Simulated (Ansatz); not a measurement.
System (SMILES): [Cl][Al][Cl], doublet.
Atoms: Al1, Cl2, Cl3. Bonds: Al1-Cl2, Al1-Cl3.

Basis-set convergence of the highest harmonic wavenumber at HF with Ansatz (a program for electronic structure). Each level at its own minimum, finite differences of forces, unscaled; the reference is a large set that could be run, not a limit. Cartesian d functions, on some or all atoms, in 6-31+G*, 6-311G**; all else is spherical. The program fits the integrals of some runs and decomposes those of others, by size. Open shells are unrestricted. No added dispersion term, no relativity. Reference: the value in aug-pcseg-2, 586 cm⁻¹, itself unsure by roughly 2 cm⁻¹ (its mean distance from aug-cc-pV(T+d)Z, def2-TZVPPD). Deviations are taken from unrounded values.

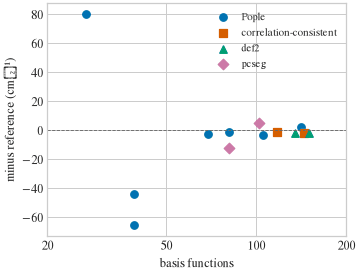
*Deviation from the reference against the number of basis functions, by family of sets.*

```csv
basis,functions,highest harmonic wavenumber (cm⁻¹),minus reference (cm⁻¹)
STO-3G,27,667,81
3-21G,39,543,-44
6-31G,39,521,-65
6-31+G*,69,584,-3
6-311G**,81,585,-1
aug-pcseg-1,81,574,-12
pcseg-2,102,591,5
"6-311++G(2d,2p)",105,583,-3
cc-pV(T+d)Z,117,586,-1
def2-TZVPD,135,585,-2
"6-311++G(3df,3pd)",141,589,2
jun-cc-pV(T+d)Z,144,585,-2
def2-TZVPPD,150,585,-2
```
